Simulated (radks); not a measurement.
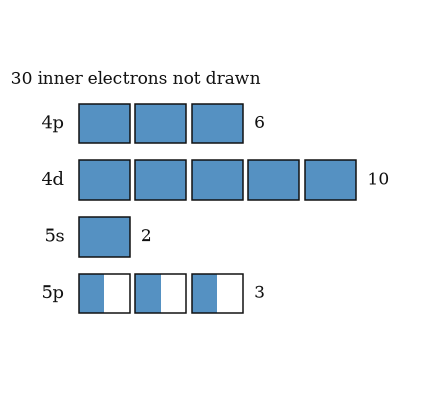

*The outer shells as the input fills them: a box for each of the 2l + 1 orbitals, shaded by the share of the shell that is filled, with the electron count at the right.*

Run report: Sb, atomic calculation

Sb, configuration [Kr] 4d10 5s2 5p3. Computed at this level: scalar-relativistic Kohn-Sham, r2SCAN, spin-polarised, spherical densities, finite nucleus (radks).

## The input
```
Z 51
configuration [Kr] 4d10 5s2 5p3
relativity scalar-relativistic
functional r2scan,r2scan
spin polarised
nucleus finite rms 4.6802 fm
c 137.035999084
mesh_end 5
max_iterations 64
```

Energies in input and log are in hartree, lengths in bohr (the nuclear radius in fm).

Launched within a batch (the task file carries these settings):
```bash
python <driver script> task.json out
```

## Log
```
1s      1   1.0000       -1115.58022990
2s      1   1.0000        -170.24369144
2p      1   3.0000        -152.71264525
3s      1   1.0000         -33.51695242
3p      1   3.0000         -27.76208364
3d      1   5.0000         -18.99632122
4s      1   1.0000          -5.49634861
4p      1   3.0000          -3.72714004
4d      1   5.0000          -1.15354582
5s      1   1.0000          -0.44255538
5p      1   3.0000          -0.11820682
1s      2   1.0000       -1115.57579837
2s      2   1.0000        -170.24356891
2p      2   3.0000        -152.71011744
3s      2   1.0000         -33.51476242
3p      2   3.0000         -27.75908548
3d      2   5.0000         -18.99330164
4s      2   1.0000          -5.48919053
4p      2   3.0000          -3.72112356
4d      2   5.0000          -1.14155230
5s      2   1.0000          -0.33401120
5p      2   0.0000           0.00145611
Etot -6482.084171417269
Ekin 6780.423522385085
Encl -15683.07744946889
Eh 2591.487838919279
Exc -170.91808325274306
err 3.836793095140938e-06
it 11
```

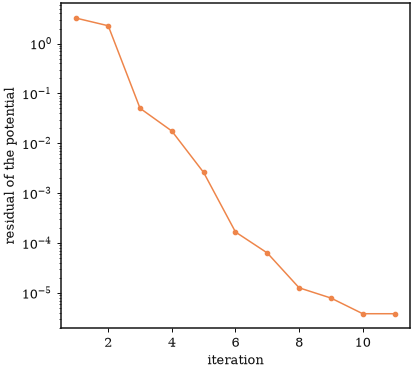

*Convergence: residual of the potential against the iteration.*

The residual falls almost steadily, with no more than small rises or pauses. It goes from 3.2 to 3.8×10⁻⁶ in 11 steps.

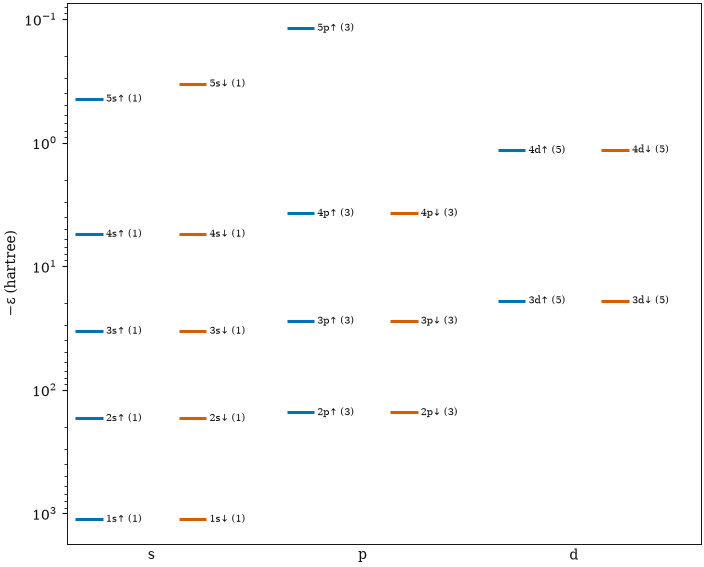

*All occupied levels, on a logarithmic scale of binding energy, are drawn by angular momentum (occupations in brackets, up spins at the left of each column and down spins at the right). They are the filled levels of this odd run.*

The highest occupied level is 5p up at −0.118 hartree. The highest 5 occupied levels, from the top down, are 5p up (−0.118 hartree), 5s down (−0.334 hartree), 5s up (−0.443 hartree), 4d down (−1.14 hartree), 4d up (−1.15 hartree). The largest exchange splitting (down less up) among the shells drawn in both spins is that of 5s, 0.109 hartree.

## What the run reported

| quantity | value |
| --- | --- |
| outcome | converged |
| total energy | −6482.0842 hartree |
| kinetic energy | 6780.4235 hartree |
| electron–nucleus energy | −15683.0774 hartree |
| Hartree energy | 2591.4878 hartree |
| exchange–correlation energy | −170.918083 hartree |
| radius at density 0.001 e/bohr³ | 4.23 bohr |
| SCF iterations | 11 |
| hardware | 1 thread of Arm Neoverse V1, 23 GiB of memory available, shared host |

## What is odd here

A numerical setting was moved from its usual value: mesh end rmax = 5. The program ran to the end. Its total energy differs from that of the same run with the usual input (−6482.21510 hartree) by +0.13 hartree, so its numbers aren't those of the free atom or ion.
